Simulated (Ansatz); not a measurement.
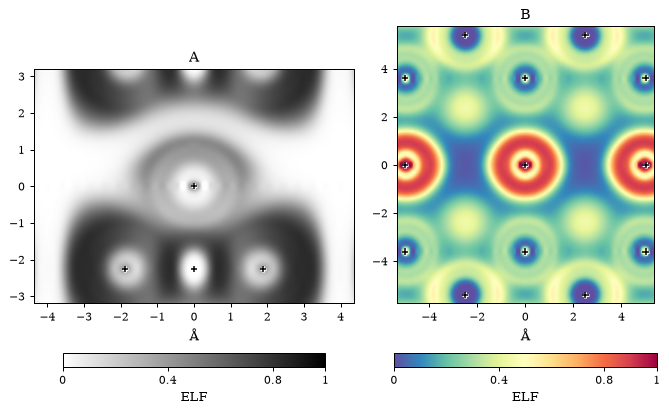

The electron localisation function of 2 systems, each on a plane through atoms (crosses mark nuclei in the plane).

These are results of DFT PBE, scalar-relativistic, plane waves, PAW in Ansatz, not measurements.

System 1: Ga3BAs2, the (11̄0) plane of the conventional cell. Space group P-62m; a structure generated by program, which may or may not match a known phase.

```yaml
crystal:
  lattice:
    - [5.68873, 0.00000, 0.00000]
    - [-2.84436, 4.92658, 0.00000]
    - [0.00000, 0.00000, 8.04720]
  atoms:
    - { symbol: Ga, position: [0.60159, 0.00000, 0.00000] }
    - { symbol: Ga, position: [0.00000, 0.60159, 0.00000] }
    - { symbol: Ga, position: [0.39841, 0.39841, 0.00000] }
    - { symbol: B, position: [0.00000, 0.00000, 0.00000] }
    - { symbol: As, position: [0.00000, 0.00000, 0.23359] }
    - { symbol: As, position: [0.00000, 0.00000, 0.76641] }
```

System 2: AlGa2Sb3, the (110) plane of the conventional cell. Space group P6/mmm; a structure generated by program, which may or may not match a known phase.

> Which map belongs to which system?

Panel A is system 1, Ga3BAs2: the plane holds Ga, B and As. B–As (1.88 Å): the ELF peaks at about 0.85 between the atoms. Panel B is system 2, AlGa2Sb3: the plane holds Al, Ga and Sb. Ga–Sb (3.08 Å): the ELF is about 0.40 at the midpoint.
